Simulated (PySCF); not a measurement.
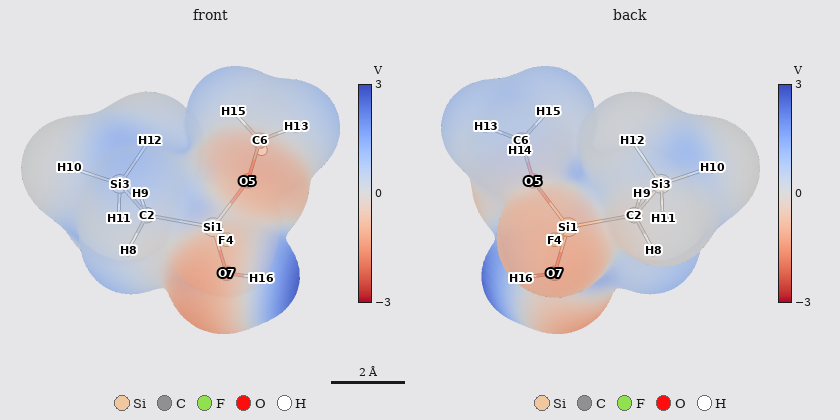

Figure. C$_{2}$H$_{9}$FO$_{2}$Si$_{2}$ (SMILES CO[Si](O)(F)C[SiH3]). The electrostatic potential painted on the density surface at 0.002 e/bohr³, seen from the front and from behind; the colour scale runs from red (negative) to blue (positive).

Geometry: PBE0-D3(BJ)/def2-SVP.

The calculation used PBE0/pcSseg-1, SCF density, gas phase, non-relativistic in PySCF 2.14.0.

```yaml
atoms:
  - { symbol: Si, position_ang: [0.6962, -0.7578, 0.4750] }
  - { symbol: C, position_ang: [0.5161, 0.9920, 1.0307] }
  - { symbol: Si, position_ang: [-1.2408, 1.6740, 0.9981] }
  - { symbol: F, position_ang: [-0.6316, -1.5739, 0.9508] }
  - { symbol: O, position_ang: [0.7932, -0.9660, -1.1546] }
  - { symbol: C, position_ang: [-0.2712, -0.9560, -2.0697] }
  - { symbol: O, position_ang: [2.0414, -1.4109, 1.1525] }
  - { symbol: H, position_ang: [0.8992, 1.0681, 2.0627] }
  - { symbol: H, position_ang: [1.1665, 1.6219, 0.4010] }
  - { symbol: H, position_ang: [-1.2275, 3.1559, 1.1966] }
  - { symbol: H, position_ang: [-2.0645, 1.0527, 2.0755] }
  - { symbol: H, position_ang: [-1.8858, 1.3892, -0.3212] }
  - { symbol: H, position_ang: [-0.0068, -1.5870, -2.9321] }
  - { symbol: H, position_ang: [-1.2016, -1.3483, -1.6259] }
  - { symbol: H, position_ang: [-0.4671, 0.0648, -2.4413] }
  - { symbol: H, position_ang: [2.3383, -2.2460, 0.7774] }
```

Which sites attract a positive test charge, and which a negative one?

Answer. A positive charge is drawn to the negative regions and a negative charge to the positive ones. The most negative region (about −1.3 V) lies over O7, the most positive (about +2.5 V) over H16. O7 is the likeliest acceptor of a hydrogen bond.

How polar is the molecule by this calculation?

Answer. Its dipole moment is 1.40 D.
